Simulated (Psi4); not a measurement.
# Geometry relaxation, with input and output: SiH (part 1 of 2)

SiH, multiplicity 2, SMILES [SiH], computed with B3LYP/6-31G, UKS (Psi4 1.11).

The geometry comes from this level: GFN2-xTB.

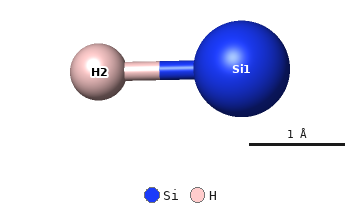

The input geometry (ball-and-stick view, seen at a tilt; atoms are numbered from 1 in the order of the input). Bond lengths as drawn: H–Si 1.52 Å.

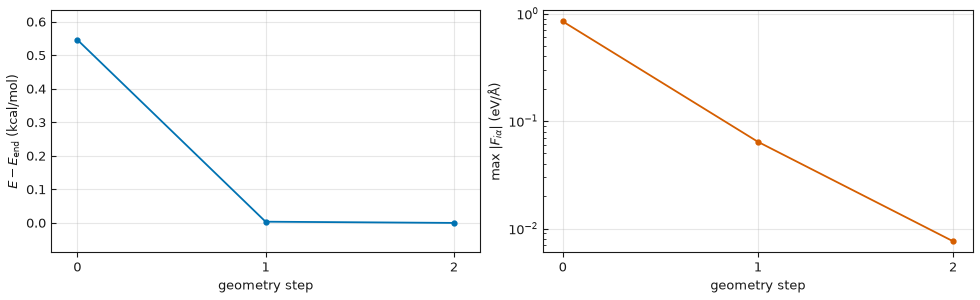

Progress of the relaxation, step by step (steps are counted from 0).

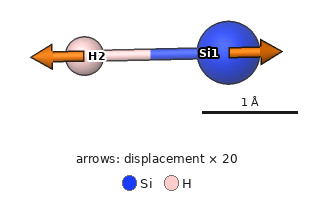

The starting structure with the displacements as orange arrows, magnified 20 times (ball-and-stick view, seen at a tilt). The two geometries are laid on each other by the best rigid fit. The energy falls by 0.55 kcal/mol in 2 geometry steps. The largest force component goes from 0.85 to 0.0076 eV/Å. The largest moves after the best rigid fit, 0.029 Å, are those of Si1 and H2. Largest moves by element: Si 0.029 Å, H 0.029 Å. Distances before and after: Si1–H2 1.517 → 1.574 Å. (Atoms are counted from 1 in the order of the input.)

These pictures come from the run below.

Input (job.inp):
```
memory 1.6 GB

molecule molecule1 {
  0 2
  Si     0.000000     0.000000     0.000000
  H      0.000000     0.000000     1.516560
  symmetry c1
}

set {
  basis 6-31G
  reference uks
  geom_maxiter 60
}

e = opt('b3lyp')
print_variables()
```

Launched with:
```bash
psi4 job.inp job.out -n 1
```

Log:
```
Psi4 1.11 release

gradient() will perform analytic gradient computation.

   => Loading Basis Set <=

    Name: 6-31G
    Role: ORBITAL
    Keyword: BASIS

         ---------------------------------------------------------
                                   SCF
                              UKS Reference
                        1 Threads,   1525 MiB Core
         ---------------------------------------------------------

  ==> Geometry <==

    Molecular point group: c1
    Full point group: C_inf_v

    Geometry (in Angstrom), charge = 0, multiplicity = 2:

       Center              X                  Y                   Z               Mass
    ------------   -----------------  -----------------  -----------------  -----------------
         SI           0.000000000000     0.000000000000    -0.052732110791    27.976926534650
         H            0.000000000000     0.000000000000     1.463827889209     1.007825032230

  Running in c1 symmetry.

  Rotational constants: A = ************  B =      7.53463  C =      7.53463 [cm^-1]
  Rotational constants: A = ************  B = 225882.42627  C = 225882.42627 [MHz]
  Nuclear repulsion =    4.885056278274516

  Charge       = 0
  Multiplicity = 2
  Electrons    = 15
  Nalpha       = 8
  Nbeta        = 7

  ==> Algorithm <==

  SCF Algorithm Type is DF.
  DIIS enabled.
  MOM disabled.
  Fractional occupation disabled.
  Guess Type is SAD.
  Energy threshold   = 1.00e-08
  Density threshold  = 1.00e-08
  Integral threshold = 1.00e-12

  ==> Primary Basis <==

  Basis Set: 6-31G
    Blend: 6-31G
    Number of shells: 9
    Number of basis functions: 15
    Number of Cartesian functions: 15
    Spherical Harmonics?: false
    Max angular momentum: 1

  ==> DFT Potential <==

   => LibXC <=

    Version 7.1.2

   => Composite Functional: B3LYP <=

    B3LYP Hyb-GGA Exchange-Correlation Functional

    Deriv               =              1
    GGA                 =           TRUE
    Meta                =          FALSE

    Exchange Hybrid     =           TRUE
    MP2 Hybrid          =          FALSE

   => Exchange Functionals <=

    0.0800   Slater exchange
    0.7200         Becke 88

   => Exact (HF) Exchange <=

    0.2000               HF

   => Correlation Functionals <=

    0.1900   Vosko, Wilk & Nusair (VWN5_RPA)
    0.8100   Lee, Yang & Parr

   => LibXC Density Thresholds  <==

    XC_HYB_GGA_XC_B3LYP:  1.00E-15

   => Molecular Quadrature <=

    Radial Scheme          =       TREUTLER
    Pruning Scheme         =           NONE
    Nuclear Scheme         =       TREUTLER

    Blocking Scheme        =         OCTREE
    BS radius alpha        =              1
    Pruning alpha          =              1
    Radial Points          =             75
    Spherical Points       =            302
    Total Points           =          43152
    Total Blocks           =            391
    Max Points             =            256
    Max Functions          =             15
    Weights Tolerance      =       1.00E-15

   => Loading Basis Set <=

    Name: (6-31G AUX)
    Role: JKFIT
    Keyword: DF_BASIS_SCF

  ==> Integral Setup <==

  DFHelper Memory: AOs need 0.000 GiB; user supplied 1.100 GiB.
  SCF_SUBTYPE=INCORE selected. In-core MEM_DF algorithm will be used.
  Using in-core AOs.

  ==> MemDFJK: Density-Fitted J/K Matrices <==

    J tasked:                   Yes
    K tasked:                   Yes
    wK tasked:                   No
    Memory [MiB]:              1126
    Algorithm:                 Core
    Schwarz Cutoff:           1E-12
    Mask sparsity (%):       0.0000
    Fitting Condition:        1E-10

   => Auxiliary Basis Set <=

  Basis Set: (6-31G AUX)
    Blend: CC-PVDZ-JKFIT
    Number of shells: 45
    Number of basis functions: 155
    Number of Cartesian functions: 155
    Spherical Harmonics?: false
    Max angular momentum: 3

  Cached 100.0% of DFT collocation blocks in 0.018 [GiB].

  Minimum eigenvalue in the overlap matrix is 7.6402574791E-02.
  Reciprocal condition number of the overlap matrix is 2.5781000346E-02.
    Using symmetric orthogonalization.

  ==> Pre-Iterations <==

  SCF Guess: Superposition of Atomic Densities via on-the-fly atomic UHF (no occupation information).

   -------------------------
    Irrep   Nso     Nmo
   -------------------------
     A         15      15
   -------------------------
    Total      15      15
   -------------------------

  ==> Iterations <==

                           Total Energy        Delta E     RMS |[F,P]|

   @DF-UKS iter SAD:  -289.61710895357129   -2.89617e+02   0.00000e+00
   @DF-UKS iter   1:  -289.96558025363515   -3.48471e-01   6.66716e-03 ADIIS/DIIS
   @DF-UKS iter   2:  -289.97437841510919   -8.79816e-03   2.43788e-03 ADIIS/DIIS
   @DF-UKS iter   3:  -289.97560124799350   -1.22283e-03   3.57418e-04 ADIIS/DIIS
   @DF-UKS iter   4:  -289.97563065715713   -2.94092e-05   6.02109e-05 DIIS
   @DF-UKS iter   5:  -289.97563184245632   -1.18530e-06   1.47361e-05 DIIS
   @DF-UKS iter   6:  -289.97563195334664   -1.10890e-07   2.13636e-06 DIIS
   @DF-UKS iter   7:  -289.97563195706806   -3.72142e-09   2.31082e-07 DIIS
   @DF-UKS iter   8:  -289.97563195711354   -4.54747e-11   1.67533e-08 DIIS
   @DF-UKS iter   9:  -289.97563195711376   -2.27374e-13   1.66500e-09 DIIS
  Energy and wave function converged.

  ==> Post-Iterations <==

   Electrons on quadrature grid:
      Nalpha   =    8.0000000832 ; deviation = 8.321e-08
      Nbeta    =    7.0000000871 ; deviation = 8.714e-08
      Ntotal   =   15.0000001704 ; deviation = 1.704e-07

   @Spin Contamination Metric:   7.460176070E-04
   @S^2 Expected:                7.500000000E-01
   @S^2 Observed:                7.507460176E-01
   @S   Expected:                5.000000000E-01
   @S   Observed:                5.000000000E-01

    Orbital Energies [Eh]
    ---------------------

    Alpha Occupied:

       1A    -66.151139     2A     -5.309768     3A     -3.671986
       4A     -3.667489     5A     -3.662344     6A     -0.500401
       7A     -0.277037     8A     -0.189840

    Alpha Virtual:

       9A     -0.127175    10A      0.073176    11A      0.158777
      12A      0.238380    13A      0.241677    14A      0.244378
      15A      0.937391

    Beta Occupied:

       1A    -66.148049     2A     -5.306361     3A     -3.670232
       4A     -3.660374     5A     -3.656532     6A     -0.475889
       7A     -0.263965

    Beta Virtual:

       8A     -0.115047     9A     -0.085732    10A      0.082060
      11A      0.170115    12A      0.247035    13A      0.249099
      14A      0.269456    15A      0.936985

    Final Occupation by Irrep:
              A
    DOCC [     7 ]
    SOCC [     1 ]
    NA   [     8 ]
    NB   [     7 ]

  @DF-UKS Final Energy:  -289.97563195711376

   => Energetics <=

    Nuclear Repulsion Energy =              4.8850562782745159
    One-Electron Energy =                -410.9283265090552959
    Two-Electron Energy =                 133.1551129180289763
    DFT Exchange-Correlation Energy =     -17.0874746443618974
    Empirical Dispersion Energy =           0.0000000000000000
    VV10 Nonlocal Energy =                  0.0000000000000000
    Total Energy =                       -289.9756319571137055

  UHF NO Occupations:
  HONO-2 :    6  A 1.9999648
  HONO-1 :    7  A 1.9996622
  HONO-0 :    8  A 1.0000000
  LUNO+0 :    9  A 0.0003378
  LUNO+1 :   10  A 0.0000352
  LUNO+2 :   11  A 0.0000000
  LUNO+3 :   12  A 0.0000000

Computation Completed

Properties will be evaluated at   0.000000,   0.000000,   0.000000 [a0]

Properties computed using the SCF density matrix

 Multipole Moments:

 ------------------------------------------------------------------------------------
     Multipole            Electronic (a.u.)      Nuclear  (a.u.)        Total (a.u.)
 ------------------------------------------------------------------------------------

 L = 1.  Multiply by 2.5417464519 to convert [e a0] to [Debye]
 Dipole X            :         -0.0000000            0.0000000           -0.0000000
 Dipole Y            :         -0.0000000            0.0000000           -0.0000000
 Dipole Z            :         -1.1574785            1.3711443            0.2136658
 Magnitude           :                                                    0.2136658

 ------------------------------------------------------------------------------------

	total time  =          1 seconds =       0.02 minutes

         ------------------------------------------------------------
                                   SCF GRAD
         ------------------------------------------------------------

  ==> Geometry <==

    Molecular point group: c1
    Full point group: C_inf_v

    Geometry (in Angstrom), charge = 0, multiplicity = 2:

       Center              X                  Y                   Z               Mass
    ------------   -----------------  -----------------  -----------------  -----------------
         SI           0.000000000000     0.000000000000    -0.052732110791    27.976926534650
         H            0.000000000000     0.000000000000     1.463827889209     1.007825032230

  Nuclear repulsion =    4.885056278274516

  ==> Basis Set <==

  Basis Set: 6-31G
    Blend: 6-31G
    Number of shells: 9
    Number of basis functions: 15
    Number of Cartesian functions: 15
    Spherical Harmonics?: false
    Max angular momentum: 1

  ==> DFJKGrad: Density-Fitted SCF Gradients <==

    Gradient:                    1
    J tasked:                  Yes
    K tasked:                  Yes
    wK tasked:                  No
    Integrals threads:           1
    Memory [MiB]:             1144
    Schwarz Cutoff:          1E-12
    Fitting Condition:       1E-10

   => Auxiliary Basis Set <=

  Basis Set: (6-31G AUX)
    Blend: CC-PVDZ-JKFIT
    Number of shells: 45
    Number of basis functions: 155
    Number of Cartesian functions: 155
    Spherical Harmonics?: false
    Max angular momentum: 3

   => Molecular Quadrature <=

    Radial Scheme          =       TREUTLER
    Pruning Scheme         =           NONE
    Nuclear Scheme         =       TREUTLER

    Blocking Scheme        =         OCTREE
    BS radius alpha        =              1
    Pruning alpha          =              1
    Radial Points          =             75
    Spherical Points       =            302
    Total Points           =          43152
    Total Blocks           =            391
    Max Points             =            256
    Max Functions          =             15
    Weights Tolerance      =       1.00E-15

  -Total Gradient:
     Atom            X                  Y                   Z
    ------   -----------------  -----------------  -----------------
       1        0.000000000000     0.000000000000     0.016471865486
       2       -0.000000000000    -0.000000000000    -0.016472038912

	total time  =          0 seconds =       0.00 minutes

    			-----------------------------------------

    			 OPTKING 3.0: for geometry optimizations

    			        with contributions from

    			-----------------------------------------

	                            ===> Fragment 1 <==

	 Z (Atomic Numbers)          Masses                          Geom
	      14.000000            27.976927          0.00000000  0.00000000 -0.09964925
	       1.000000             1.007825          0.00000000  0.00000000  2.76623381

	 - Coordinate -           - BOHR/RAD -       - ANG/DEG -
	 R(1,2)           =         2.865883           1.516560

	        --- Internal Coordinate Step in ANG or DEG, aJ/ANG or AJ/DEG ---
	-------------------------------------------------------------------------------
	           Coordinate      Previous         Force          Change          New
	           ----------      --------        ------          ------        ------
	               R(1,2)       1.51656        0.13571        0.05341       1.56997
	-------------------------------------------------------------------------------

	                                 ==> Convergence Check <==

	Measures of convergence in internal coordinates in au.

	Criteria marked as inactive (o), active & met (*), and active & unmet ( ).

	----------------------------------------------------------------------------------------------~
	   Step    Total Energy     Delta E     Max Force     RMS Force      Max Disp      RMS Disp   ~
	----------------------------------------------------------------------------------------------~
	  Convergence Criteria     1.00e-06 *    3.00e-04 *             o    1.20e-03 *             o~
	----------------------------------------------------------------------------------------------~
	     1    -289.97563196   -2.90e+02      1.65e-02      1.65e-02 o    1.01e-01      1.01e-01 o  ~
	----------------------------------------------------------------------------------------------

Next Geometry in Ang
	Fragment 1 (Ang)

	   Si   0.0000000000   0.0000000000  -0.0794356152
	    H   0.0000000000   0.0000000000   1.4905313936

    Structure for next step:
    Molecular point group: c1
    Full point group: C_inf_v

    Geometry (in Angstrom), charge = 0, multiplicity = 2:

    SI           0.000000000000     0.000000000000    -0.054589118957
    H            0.000000000000     0.000000000000     1.515377889812

gradient() will perform analytic gradient computation.

  ==> Geometry <==

    Molecular point group: c1
    Full point group: C_inf_v

    Geometry (in Angstrom), charge = 0, multiplicity = 2:

       Center              X                  Y                   Z               Mass
    ------------   -----------------  -----------------  -----------------  -----------------
         SI           0.000000000000     0.000000000000    -0.054589118957    27.976926534650
         H            0.000000000000     0.000000000000     1.515377889812     1.007825032230

  Running in c1 symmetry.

  Rotational constants: A = ************  B =      7.03072  C =      7.03072 [cm^-1]
  Rotational constants: A = ************  B = 210775.72199  C = 210775.72199 [MHz]
  Nuclear repulsion =    4.718876834992061

  Charge       = 0
  Multiplicity = 2
  Electrons    = 15
  Nalpha       = 8
  Nbeta        = 7

  ==> Algorithm <==

  SCF Algorithm Type is DF.
  DIIS enabled.
  MOM disabled.
  Fractional occupation disabled.
  Guess Type is READ.
  Energy threshold   = 1.00e-08
  Density threshold  = 1.00e-08
  Integral threshold = 1.00e-12

   => Molecular Quadrature <=

    Radial Scheme          =       TREUTLER
    Pruning Scheme         =           NONE
    Nuclear Scheme         =       TREUTLER

    Blocking Scheme        =         OCTREE
    BS radius alpha        =              1
    Pruning alpha          =              1
    Radial Points          =             75
    Spherical Points       =            302
    Total Points           =          43154
    Total Blocks           =            391
    Max Points             =            256
    Max Functions          =             15
    Weights Tolerance      =       1.00E-15

   => Loading Basis Set <=

    Name: 6-31G
    Role: ORBITAL
    Keyword: BASIS

  Reading orbitals from file s0/job.molecule1.1014977.180.npy, no projection.

   => Auxiliary Basis Set <=

  Basis Set: (6-31G AUX)
    Blend: CC-PVDZ-JKFIT
    Number of shells: 45
    Number of basis functions: 155
    Number of Cartesian functions: 155
    Spherical Harmonics?: false
    Max angular momentum: 3

  Cached 100.0% of DFT collocation blocks in 0.018 [GiB].
```
